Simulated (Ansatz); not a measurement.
AlH3ClOF: geometry relaxation (part 2 of 2)

Continued. System: AlH3ClOF. Method: RKS B3LYP/def2-SVP (Ansatz 0.2.0). It belongs to a series of runs on one base structure; here: end point B relaxed.

Geometry of the input (Å):
```
Al -0.0006  -0.4416  -0.4913
Cl -0.0097  -0.1006  2.9171
F  1.4528  0.3299  -0.7126
H  -1.3347  0.1865  -1.0080
O  0.1089  -2.0349  0.2285
H  -0.6535  -2.6241  0.2585
H  0.2390  -1.2536  2.2872
```

**Trajectory as extended XYZ, continued**
```
7
Properties=species:S:1:pos:R:3:forces:R:3 step=6 energy=-23927.28612
Al    0.0074   -0.3723   -0.1374    0.2387   0.3680  -0.1949
Cl    0.0044   -0.0267    2.3752    0.0378   0.1565   0.0914
F     1.4758    0.2799   -0.6121   -0.2301  -0.1048   0.0865
H    -1.3240    0.1992   -0.7386    0.0039  -0.0241   0.0117
O     0.1077   -2.0262    0.4469   -0.0262  -0.0887   0.1855
H    -0.5615   -2.6881    0.2430    0.0049  -0.1249  -0.0227
H     0.0922   -1.3041    1.9023   -0.0290  -0.1819  -0.1574
7
Properties=species:S:1:pos:R:3:forces:R:3 step=7 energy=-23927.29457
Al    0.0139   -0.3116   -0.0859    0.5656   0.5380   0.0715
Cl    0.0418   -0.0352    2.3444   -0.0409   0.7907   0.2162
F     1.4911    0.2588   -0.6625   -0.4843  -0.2272   0.1287
H    -1.3280    0.2214   -0.6972    0.0280  -0.0879  -0.0444
O     0.0917   -1.9838    0.5921   -1.2711  -1.6218  -1.0101
H    -0.4819   -2.7406    0.2359    1.1667   1.4759   0.8978
H    -0.0265   -1.3474    1.7524    0.0361  -0.8677  -0.2597
7
Properties=species:S:1:pos:R:3:forces:R:3 step=8 energy=-23927.40623
Al    0.0186   -0.2647   -0.0237    0.7964   0.9299   0.0384
Cl    0.0593   -0.0329    2.3047   -0.0409   1.5170   0.4820
F     1.4913    0.2205   -0.6978   -0.5946  -0.2954   0.1976
H    -1.3266    0.2262   -0.6624    0.0252  -0.1523  -0.0752
O     0.0640   -1.9744    0.6759    0.5319   0.2960  -1.0969
H    -0.3929   -2.6988    0.2573   -0.5703  -0.7798   0.1602
H    -0.1115   -1.4142    1.6252   -0.1477  -1.5152   0.2940
7
Properties=species:S:1:pos:R:3:forces:R:3 step=9 energy=-23927.65943
Al    0.0281   -0.1973    0.0420    0.4591   0.7707   0.1159
Cl    0.0711    0.0664    2.2980   -0.0168   0.9838   0.0544
F     1.4804    0.2054   -0.7049   -0.3293  -0.2164   0.1561
H    -1.3160    0.2072   -0.6640    0.0397  -0.1410  -0.0303
O     0.0380   -1.9814    0.6983    0.9803   0.0336  -2.5195
H    -0.3868   -2.7106    0.2370   -0.5007  -0.4029   0.6350
H    -0.1127   -1.5280    1.5729   -0.6323  -1.0277   1.5883
7
Properties=species:S:1:pos:R:3:forces:R:3 step=10 energy=-23927.98383
Al    0.0385   -0.1025    0.1283   -0.3717  -0.1597  -0.6560
Cl    0.0606    0.2330    2.2624    0.0733   0.3248   0.4283
F     1.4607    0.1834   -0.6961    0.1388  -0.0169   0.0809
H    -1.2994    0.1768   -0.6774    0.1433  -0.0130   0.1408
O     0.0057   -2.0003    0.6461    1.1416   2.1236   0.4728
H    -0.4136   -2.7217    0.1918   -0.6969  -0.8782   0.3568
H    -0.0504   -1.7071    1.6243   -0.4284  -1.3806  -0.8236
7
Properties=species:S:1:pos:R:3:forces:R:3 step=11 energy=-23928.21379
Al    0.0191   -0.0441    0.1446   -0.2801  -0.2625  -0.3175
Cl    0.0927    0.3706    2.2515    0.0028   0.1672   0.2147
F     1.4562    0.1581   -0.6828    0.0899  -0.0240   0.0184
H    -1.3096    0.2145   -0.6859    0.1573  -0.0279   0.1566
O    -0.0186   -1.9823    0.6428    0.5805   1.4169  -0.0352
H    -0.3626   -2.7498    0.1893   -0.3513  -0.6089   0.2027
H    -0.0751   -1.9055    1.6197   -0.1991  -0.6609  -0.2396
7
Properties=species:S:1:pos:R:3:forces:R:3 step=12 energy=-23928.24657
Al   -0.0094   -0.0344    0.1293    0.1099   0.1073   0.4715
Cl    0.0968    0.4650    2.2599   -0.0682  -0.0683  -0.3898
F     1.4586    0.1108   -0.6616   -0.0246  -0.0108  -0.0500
H    -1.3214    0.2602   -0.6819   -0.0085  -0.0253  -0.0056
O    -0.0388   -1.9395    0.6169   -0.1671  -0.5911   1.4675
H    -0.3208   -2.7723    0.1923    0.0967   0.4097   0.1219
H    -0.0630   -2.0282    1.6245    0.0618   0.1785  -1.6155
7
Properties=species:S:1:pos:R:3:forces:R:3 step=13 energy=-23928.28106
Al    0.0014   -0.0305    0.1982    0.1222   0.1026  -0.3482
Cl    0.0503    0.6472    2.2145    0.0729  -0.0927   0.2194
F     1.4578    0.0507   -0.6375   -0.1081  -0.0366   0.0970
H    -1.3053    0.2556   -0.6156   -0.0911  -0.0762  -0.1123
O    -0.0566   -1.9617    0.6250    0.0039   0.0660   0.0470
H    -0.3481   -2.7383    0.1227    0.0228   0.1269   0.0452
H     0.0025   -2.1614    1.5719   -0.0227  -0.0899   0.0519
7
Properties=species:S:1:pos:R:3:forces:R:3 step=14 energy=-23928.29672
Al   -0.0037   -0.0158    0.1719    0.1392  -0.0780  -0.1266
Cl    0.0764    0.5378    2.2342    0.0144   0.0825   0.1605
F     1.4603    0.0649   -0.6451   -0.0864   0.0292   0.0243
H    -1.3123    0.2335   -0.6547   -0.0495   0.0127  -0.0551
O    -0.0556   -1.9326    0.6373   -0.0158  -0.0245  -0.2599
H    -0.3423   -2.7176    0.1495   -0.0033   0.0300  -0.0199
H    -0.0207   -2.1086    1.5862    0.0014  -0.0520   0.2766
7
Properties=species:S:1:pos:R:3:forces:R:3 step=15 energy=-23928.30192
Al    0.0068   -0.0296    0.1714   -0.0114   0.0665   0.0029
Cl    0.0750    0.5442    2.2422    0.0008  -0.0071  -0.0222
F     1.4651    0.0903   -0.6440   -0.0153   0.0122  -0.0066
H    -1.3121    0.2046   -0.6597    0.0371  -0.0267   0.0112
O    -0.0185   -1.9448    0.6308    0.0524   0.0069   0.0099
H    -0.3919   -2.6962    0.1502   -0.0430  -0.0285  -0.0145
H    -0.0224   -2.1069    1.5884   -0.0206  -0.0233   0.0195
7
Properties=species:S:1:pos:R:3:forces:R:3 step=16 energy=-23928.29100 accepted=F
Al    0.0309   -0.0489    0.1737   -0.1446   0.2094   0.0843
Cl    0.0766    0.5455    2.2522   -0.0196  -0.0891  -0.1897
F     1.4746    0.1481   -0.6470    0.0362  -0.0165  -0.0122
H    -1.3051    0.1315   -0.6637    0.1291  -0.0562   0.0959
O     0.0561   -1.9670    0.6215   -0.6324  -0.8847   0.0019
H    -0.4910   -2.6479    0.1514    0.5590   0.7431   0.4782
H    -0.0400   -2.0998    1.5912    0.0724   0.0940  -0.4584
7
Properties=species:S:1:pos:R:3:forces:R:3 step=17 energy=-23928.30599
Al    0.0180   -0.0342    0.1741   -0.0366   0.0674   0.0184
Cl    0.0756    0.5472    2.2443   -0.0062  -0.0228  -0.0491
F     1.4707    0.1165   -0.6441    0.0031   0.0057  -0.0067
H    -1.3070    0.1641   -0.6587    0.0395  -0.0198   0.0212
O     0.0139   -1.9552    0.6260    0.0168  -0.0827   0.0541
H    -0.4395   -2.6684    0.1514   -0.0100   0.0459   0.0257
H    -0.0296   -2.1084    1.5864   -0.0065   0.0062  -0.0635
7
Properties=species:S:1:pos:R:3:forces:R:3 step=18 energy=-23928.30145 accepted=F
Al    0.0341   -0.0439    0.1758   -0.0145   0.0755   0.0206
Cl    0.0705    0.5447    2.2441   -0.0180  -0.0268  -0.0517
F     1.4809    0.1579   -0.6411   -0.0058  -0.0092   0.0018
H    -1.2980    0.1041   -0.6595    0.0434  -0.0245   0.0335
O     0.0677   -1.9742    0.6181   -0.5850  -0.6756  -0.1718
H    -0.5250   -2.6183    0.1601    0.5091   0.5785   0.3539
H    -0.0283   -2.1087    1.5817    0.0708   0.0822  -0.1864
7
Properties=species:S:1:pos:R:3:forces:R:3 step=19 energy=-23928.30891
Al    0.0251   -0.0376    0.1744   -0.0255   0.0421   0.0012
Cl    0.0684    0.5395    2.2448   -0.0026  -0.0138  -0.0315
F     1.4759    0.1341   -0.6425    0.0056   0.0048   0.0039
H    -1.3002    0.1386   -0.6609    0.0198  -0.0133   0.0151
O     0.0340   -1.9641    0.6200   -0.0087  -0.0914   0.0233
H    -0.4826   -2.6455    0.1612    0.0129   0.0664   0.0381
H    -0.0185   -2.1033    1.5823   -0.0015   0.0051  -0.0501
7
Properties=species:S:1:pos:R:3:forces:R:3 step=20 energy=-23928.31059
Al    0.0300   -0.0425    0.1712    0.0184   0.0299   0.0229
Cl    0.0635    0.5327    2.2408   -0.0114  -0.0042  -0.0042
F     1.4837    0.1514   -0.6352   -0.0119  -0.0023  -0.0082
H    -1.2984    0.1153   -0.6612    0.0121  -0.0180  -0.0020
O     0.0554   -1.9749    0.6143   -0.1324  -0.1678  -0.0786
H    -0.5233   -2.6207    0.1715    0.1098   0.1468   0.0911
H    -0.0088   -2.0997    1.5779    0.0153   0.0156  -0.0209
7
Properties=species:S:1:pos:R:3:forces:R:3 step=21 energy=-23928.31273
Al    0.0359   -0.0456    0.1726   -0.0127   0.0118  -0.0314
Cl    0.0453    0.5264    2.2425   -0.0007  -0.0061  -0.0040
F     1.4924    0.1663   -0.6242   -0.0099  -0.0020   0.0119
H    -1.2884    0.0884   -0.6735    0.0219  -0.0061   0.0171
O     0.0618   -1.9846    0.5989   -0.0069  -0.0110  -0.0013
H    -0.5846   -2.5866    0.1981   -0.0016   0.0118  -0.0065
H     0.0397   -2.1026    1.5649    0.0098   0.0017   0.0143
7
Properties=species:S:1:pos:R:3:forces:R:3 step=22 energy=-23928.31286
Al    0.0364   -0.0473    0.1706    0.0095  -0.0040   0.0133
Cl    0.0391    0.5225    2.2418   -0.0020  -0.0034  -0.0092
F     1.4960    0.1711   -0.6173    0.0003   0.0010  -0.0009
H    -1.2847    0.0766   -0.6775   -0.0063   0.0023  -0.0036
O     0.0625   -1.9879    0.5945    0.0067   0.0200  -0.0164
H    -0.6089   -2.5705    0.2053    0.0135   0.0042   0.0435
H     0.0616   -2.1028    1.5619   -0.0216  -0.0202  -0.0267
7
Properties=species:S:1:pos:R:3:forces:R:3 step=23 energy=-23928.31299
Al    0.0371   -0.0473    0.1684   -0.0015  -0.0023   0.0002
Cl    0.0350    0.5166    2.2404    0.0013   0.0108   0.0090
F     1.4983    0.1735   -0.6164   -0.0072  -0.0017   0.0019
H    -1.2845    0.0787   -0.6802    0.0079  -0.0020   0.0009
O     0.0637   -1.9876    0.5927   -0.0133  -0.0187  -0.0178
H    -0.6154   -2.5687    0.2148    0.0123   0.0085   0.0063
H     0.0679   -2.1036    1.5596    0.0003   0.0054  -0.0005
```

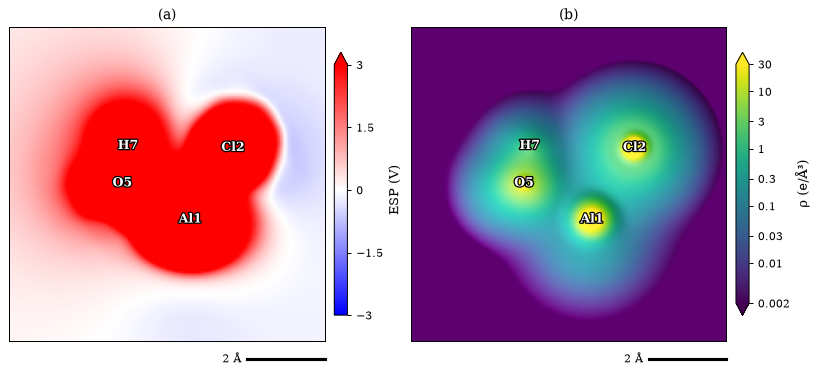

*(a) electrostatic potential; (b) electron density on the plane of atoms Al1, O5 and H7.*

Al–O (1.99 Å): ρ at the midpoint is about 0.42 e/Å³. Al–Cl (2.15 Å): ρ at the midpoint is about 0.65 e/Å³. O–H (0.97 Å): ρ at the midpoint is about 3.7 e/Å³, with its minimum of 2.2 e/Å³ about 0.8 Å from O.

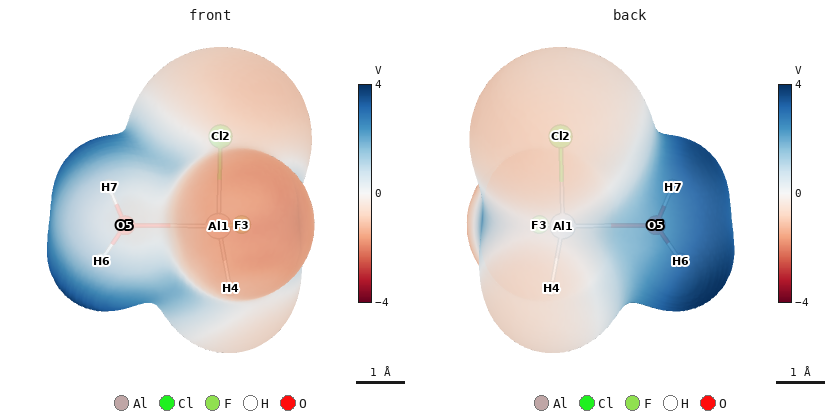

*The molecular electrostatic potential painted on the density surface at 0.002 e/bohr³, seen at a tilt and from behind; the colour scale runs from red (negative) to blue (positive).*

**Results in brief**

| quantity | value |
| --- | --- |
| outcome | converged |
| total energy | −23928.3132 eV |
| mean-field energy | −23928.3132 eV |
| largest force (length of the vector) at the end | 0.029 eV/Å |
| wall time | 83 s |
| peak memory | 0.14 GiB |
